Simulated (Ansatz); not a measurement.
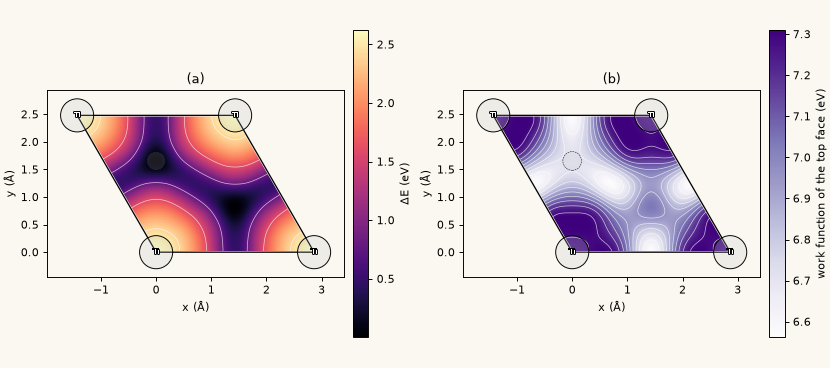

C on a Ti(001) slab cut from the P6_3/mmc phase, its upper half relaxed before the scan (4 atoms of substrate and one adsorbate in a 1 × 1 cell). C is moved over the surface cell; relaxed at each place: the height of the adsorbate's atoms; substrate rigid; the origin of the map has the adsorbate above Ti4. Places are given modulo a cell vector. The map is drawn in real space over the plane of the surface. The scan uses a 6 × 6 grid; 10 points were computed and 26 follow by symmetry. All energies are given in eV relative to the lowest grid point. With one adsorbate in each 1 × 1 cell, its nearest image is 2.9 Å away, so neighbouring adsorbates interact. Method: DFT LDA, scalar-relativistic, plane waves, PAW in Ansatz. Settings: cutoff 420 eV, k-mesh 9×9×1, gaussian smearing 0.1 eV, no spin polarisation.

Panel (a) is the energy and panel (b) the computed work function of the top face on the same grid.

Drawn: a smooth colour map with a few white contour lines, labelled circles for the atoms of the top layer and small ones for the second layer, the outline of one cell of the plane. Between grid points the surface is interpolated.

> How does the work function of the top face vary over the map, and what is it at the lowest grid point?

It runs from 6.56 eV at a bridge site between two Ti atoms, (0/6, 3/6) of the cell vectors to 7.31 eV at (0/6, 1/6) of the cell vectors [nearest 1 Ti at 1.90 Å]. At the lowest grid point, a threefold hollow over a second-layer Ti atom, (2/6, 4/6) of the cell vectors, it is 6.71 eV.
